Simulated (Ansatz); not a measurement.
GaH₇Si₂

Input

```
basis:
  gaussian:
    orbitals: def2-TZVPD
crystal:
  periodic: [false, false, false]
  atoms:
    - {symbol: Ga, position_ang: [0.299883, -1.577401, 1.617406]}
    - {symbol: Si, position_ang: [-1.749340, 0.227255, -1.098829]}
    - {symbol: Si, position_ang: [-0.374182, -1.635771, -0.684010]}
    - {symbol: H, position_ang: [-1.002270, 1.489207, -0.803781]}
    - {symbol: H, position_ang: [-2.953017, 0.181473, -0.211714]}
    - {symbol: H, position_ang: [-2.206736, 0.265510, -2.521704]}
    - {symbol: H, position_ang: [-1.164623, -2.864015, -1.020742]}
    - {symbol: H, position_ang: [0.789903, -1.556561, -1.625046]}
    - {symbol: H, position_ang: [-0.579594, -2.255464, 2.723869]}
    - {symbol: H, position_ang: [1.587719, -0.795179, 2.050574]}
total_charge: 0
hamiltonian:
  xc: pbe0
output: {forces: true, orbitals: {seedname: orbitals}}
```

Launched as:

```sh
ansatz run input.yaml --threads 2 --pin off --max-ram 4350MiB --events-out events.jsonl --progress --plain --runs-dir runs
```

Geometry: r2SCAN-D4/def2-SVP.

Computed with isolated molecule in a Gaussian basis; Kohn-Sham density functional theory, functional PBE0 (Ansatz 0.2.0).

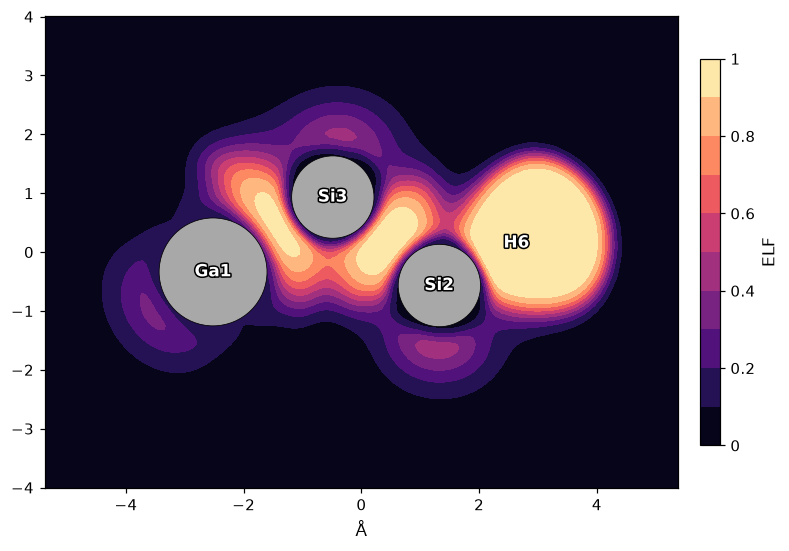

Figure 1. ELF on the plane of atoms Ga1, Si3 and Si2. Grey discs cover the atomic cores.

**Describe what can be read from this map.**

The plane passes through Ga, Si and H nuclei.
Si–Si (2.35 Å): the ELF peaks at about 1 between the atoms: localised, covalent bonding.
Ga–Si (2.40 Å): the ELF peaks at about 0.95 between the atoms; a covalent bond.
Si–H (1.50 Å): the ELF climbs to about 1 towards the hydrogen, as it does in any bond to H.

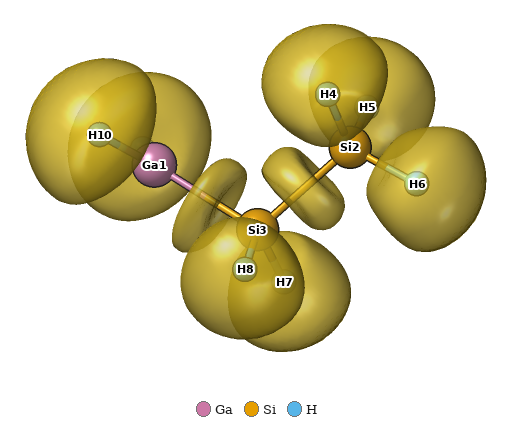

Figure 2. Isosurface of the electron localisation function at 0.75 (yellow), seen at a tilt. Only the valence region is drawn (cores and ρ < 0.01 e/Å³ removed).

**Describe the localisation domains.**

The ELF exceeds this value in one region between bonded Ga–Si atoms (shared pairs), one region between bonded Si–Si atoms (shared pairs) and seven regions around hydrogen nuclei.

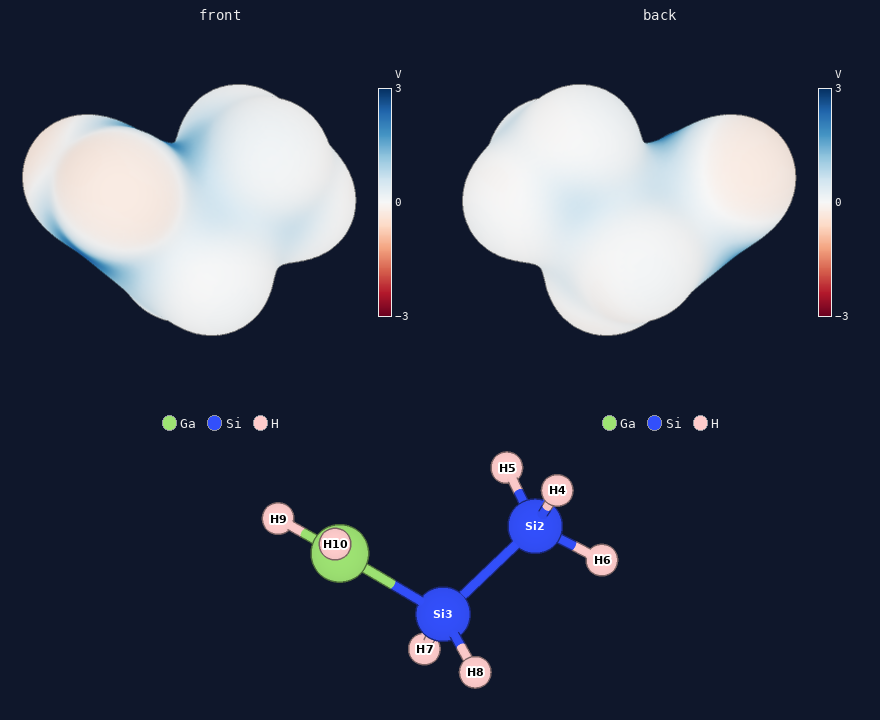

Figure 3. The molecular electrostatic potential painted on the density surface at 0.001 e/bohr³, seen from the front and from behind; the colour scale runs from red (negative) to blue (positive). The bare structure is drawn below in the same view.

**Describe the electrostatic potential map.**

The most negative region (about −0.3 V) lies over H9 and H10, the most positive (about +2.3 V) over Ga1.

**What dipole moment does the calculation give?**

Its dipole moment is 0.27 D.
